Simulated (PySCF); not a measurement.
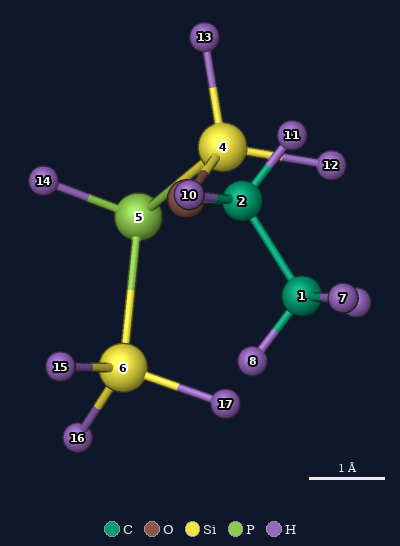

The structure (ball-and-stick view, seen at a tilt; atoms are numbered from 1 in the order of the input).

Excited-state calculation, with input and output: C₂H₁₁OPSi₂

System: C₂H₁₁OPSi₂, SMILES CCO[SiH2]P[SiH3].
Method: TDDFT CAM-B3LYP/def2-SVPD, vertical, gas phase, core orbitals frozen in the response (PySCF 2.14.0).

The geometry comes from this level: PBE0-D3(BJ)/def2-SVP. It belongs to a series of runs on one base structure; here: constitutional isomer.

Input
```
{"job": {"kind": "uv", "xc": "CAM-B3LYP", "basis": "def2-SVPD", "ip": true}, "charge": 0, "multiplicity": 1}
C     -1.477859    -0.174950    -1.016418
C     -1.484472     0.018157     0.484260
O     -0.174926    -0.003860     1.010892
Si     0.599581    -1.343043     1.633346
P      2.821579    -1.028450     1.544270
Si     2.754916     0.267077    -0.318024
H     -2.499913    -0.118806    -1.421639
H     -0.868738     0.602772    -1.500784
H     -1.056149    -1.155387    -1.286890
H     -1.924021     0.996258     0.741747
H     -2.120081    -0.749525     0.966601
H      0.263674    -2.552468     0.816984
H      0.191695    -1.594399     3.049653
H      2.818114     0.067354     2.462012
H      2.058529     1.570308    -0.124609
H      4.164055     0.530778    -0.741235
H      2.078370    -0.521184    -1.391915
```

The first line tells a small driver script what to run in PySCF; the rest is the geometry in Å.

Hardware: 1 CPU thread, shared host.

What the program printed
```
coarse grid: 14952 points
cycle   1  E = -1077.7424022912  dE =  2.117e-01  |g| = 6.562e-01  |ddm| = 5.091e+00
cycle   2  E = -1077.6802173412  dE =  6.218e-02  |g| = 9.050e-01  |ddm| = 2.394e+00
cycle   3  E = -1077.8306200247  dE = -1.504e-01  |g| = 6.991e-02  |ddm| = 1.233e+00
cycle   4  E = -1077.8316953376  dE = -1.075e-03  |g| = 2.830e-02  |ddm| = 1.516e-01
cycle   5  E = -1077.8319317601  dE = -2.364e-04  |g| = 4.154e-03  |ddm| = 5.635e-02
cycle   6  E = -1077.8319374705  dE = -5.710e-06  |g| = 9.274e-04  |ddm| = 1.072e-02
final grid: 128496 points
cycle   7  E = -1077.9768374968  dE = -1.994e-05  |g| = 2.549e-03  |ddm| = 5.622e-02
cycle   8  E = -1077.9768379809  dE = -4.841e-07  |g| = 2.302e-03  |ddm| = 8.646e-03
cycle   9  E = -1077.9768392596  dE = -1.279e-06  |g| = 2.285e-04  |ddm| = 2.958e-03
cycle  10  E = -1077.9768392665  dE = -6.843e-09  |g| = 1.794e-04  |ddm| = 6.173e-04
cycle  11  E = -1077.9768392730  dE = -6.585e-09  |g| = 2.327e-05  |ddm| = 2.582e-04
cycle  12  E = -1077.9768392732  dE = -1.899e-10  |g| = 5.645e-06  |ddm| = 5.143e-05
```

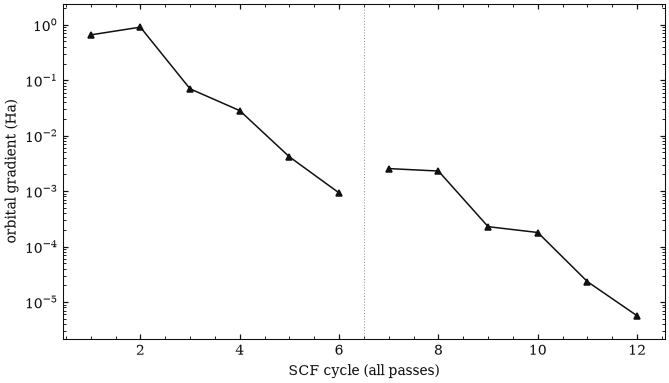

Convergence of the self-consistent field: orbital gradient against the SCF cycle. The dotted line marks the change from a coarse to the final integration grid. The first 6 cycles use a coarse grid, the final grid takes over at cycle 7, and the field converges after 12 cycles in all.

```
converged SCF energy = -1077.9768392732

Static polarisability (au): isotropic 111.938, principal 92.591 118.024 125.201

Singlet excitations
state   eV       nm        f      main configurations
  1   6.1817    200.6   0.01453   H->L 0.64, H->L+1 0.11, H->L+4 0.10
  2   6.5029    190.7   0.04586   H->L+1 0.76, H->L 0.15
  3   6.7062    184.9   0.03616   H->L+2 0.67
  4   7.0910    174.8   0.05303   H->L+3 0.35, H->L+4 0.18, H-1->L 0.17
  5   7.2456    171.1   0.08496   H-1->L 0.47, H->L+3 0.15, H->L+5 0.09
  6   7.3465    168.8   0.00059   H-2->L 0.32, H->L+5 0.23, H-1->L+1 0.14
  7   7.4273    166.9   0.02166   H-1->L+1 0.33, H->L+5 0.18, H-2->L+1 0.17
  8   7.5419    164.4   0.14300   H-2->L 0.31, H->L+5 0.15, H-1->L+1 0.08
  9   7.7154    160.7   0.09291   H-1->L+2 0.35, H->L+3 0.11, H->L+7 0.08
 10   7.7839    159.3   0.00468   H->L+4 0.14, H->L+3 0.11, H-1->L+1 0.10

Triplet excitations (Tamm-Dancoff, eV): 5.4939 5.7049 6.2691 6.4724
Vertical ionisation energy (delta-SCF) = 9.3262 eV
```

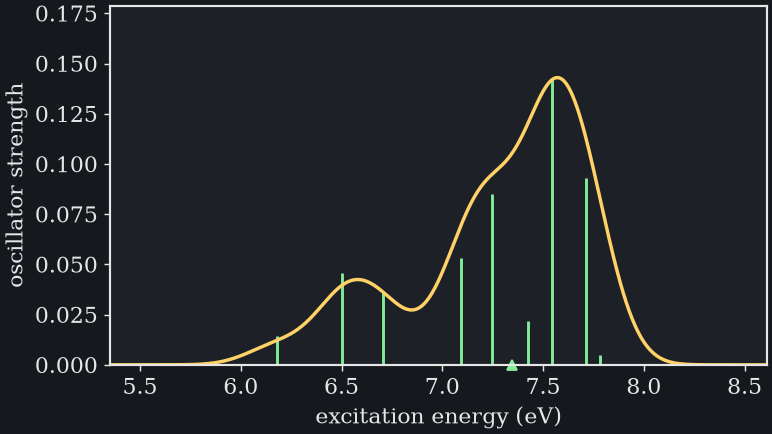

Computed excitations as sticks (degenerate states added up, dark ones marked on the axis), with a Gaussian envelope of 0.35 eV full width at half maximum, scaled to the tallest. Of the 10 states the lowest lies at 6.18 eV (f = 0.015); the strongest line is at 7.54 eV, or 164 nm (f = 0.143).

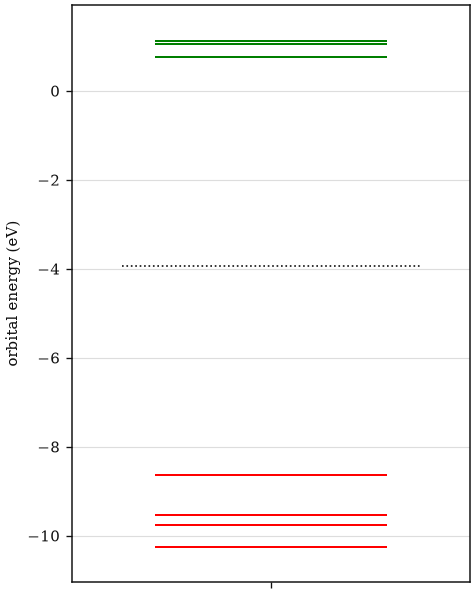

Orbital energies near the frontier; the dotted line parts filled from empty levels, and levels within 0.02 eV of each other stand side by side. Highest filled −8.64 eV, lowest empty 0.76 eV, 9.40 eV apart.

Summary

- outcome: converged
- total energy: −1077.976839 hartree
- HOMO: −8.64 eV
- LUMO: 0.76 eV
- dipole moment: 1.71 D
- mean polarisability: 111.94 a.u.
- vertical ionisation energy: 9.33 eV
- lowest singlet excitation: 6.18 eV
- wall time: 4.8 min
- peak memory: 1.3 GiB
